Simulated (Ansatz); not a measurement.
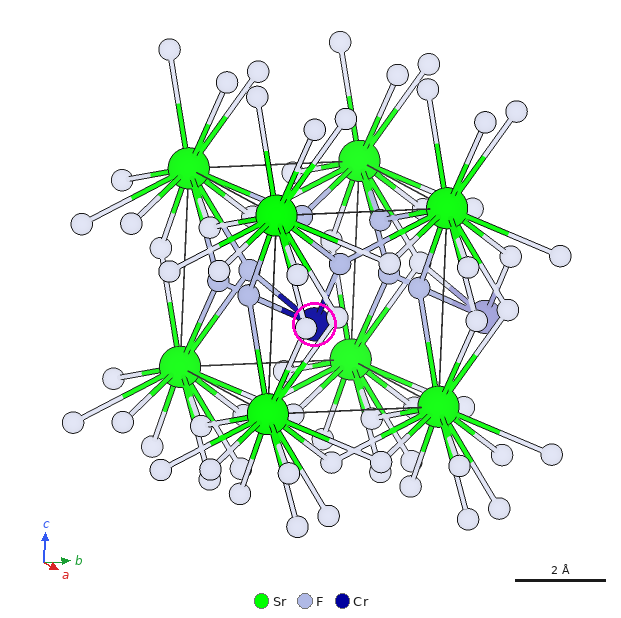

An orthographic ball-and-stick view of the structure, slightly off an axis. The simulation cell is drawn as a box. Bonds that leave the box are completed with the atoms at their other ends, in fainter colours.

Cell constants: a = 5.134 Å, b = 4.696 Å, c = 4.691 Å, α = 96.80°, β = 83.81°, γ = 102.71°.

Bonding distances used: Cr–F up to 2.55 Å, F–Sr up to 3.28 Å (cut-off distances).

### Work out the formula from the picture.

SrCrF6. The cell holds 1 Sr, 1 Cr, 6 F, counting shared atoms by their share.

### State the coordination numbers.

The bond counts per atom are Sr 12, Cr 4 and F 2 to 3 (mean 2.7).

Provenance: a made-up disordered cell; not relaxed. Ansatz was used for an electronic-structure calculation on it.

At this level of theory the cell isn't at rest (forces up to 7.6 eV/Å), so its distances can differ from those at equilibrium, the more so the softer the solid.
